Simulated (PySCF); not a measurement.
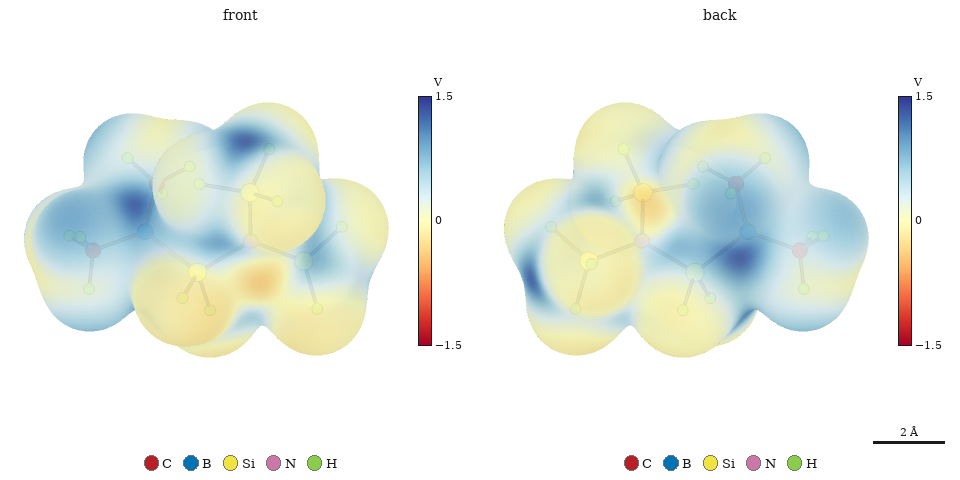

Figure. C2H14BNSi3. The electrostatic potential painted on the density surface at 0.002 e/bohr³, seen from the front and from behind; the colour scale runs from red (negative) to blue (positive).

Geometry: PBE0-D3(BJ)/def2-SVP.

Theory: PySCF 2.14.0, PBE0/pcSseg-1, SCF density, gas phase, non-relativistic.

Input file:

```
{"job": {"kind": "nmr", "xc": "PBE0", "basis": "pcSseg-1"}, "charge": 0, "multiplicity": 1}
C      1.587026     1.410653     0.581840
B      1.656345    -0.004186    -0.080297
C      3.002475    -0.562840    -0.651560
Si     0.002723    -1.181424    -0.156142
N     -1.513310    -0.288624     0.048823
Si    -1.899142     0.994767    -1.071902
Si    -2.660779    -0.778565     1.274175
H      0.597381     1.890231     0.591719
H      2.347724     2.117241     0.212810
H      1.842994     1.216243     1.644825
H      3.907171    -0.104714    -0.221418
H      2.977154    -0.259266    -1.719602
H      3.102115    -1.659012    -0.657469
H      0.054530    -2.168697     0.979002
H     -0.044782    -2.008362    -1.410785
H     -0.707171     1.183389    -1.959375
H     -2.186022     2.282929    -0.367622
H     -3.079928     0.668957    -1.931052
H     -2.048639    -0.744677     2.637911
H     -3.807109     0.182641     1.232399
H     -3.185745    -2.159337     1.037749
```

Command:

```sh
OMP_NUM_THREADS=1 python probes_run.py task.json out
```

> Which sites attract a positive test charge, and which a negative one?

A positive charge is drawn to the negative regions and a negative charge to the positive ones. The most negative region (about −0.3 V) lies over N5, the most positive (about +1.2 V) over B2, Si6 and Si7.

> What dipole moment does the calculation give?

Its dipole moment is 1.44 D.
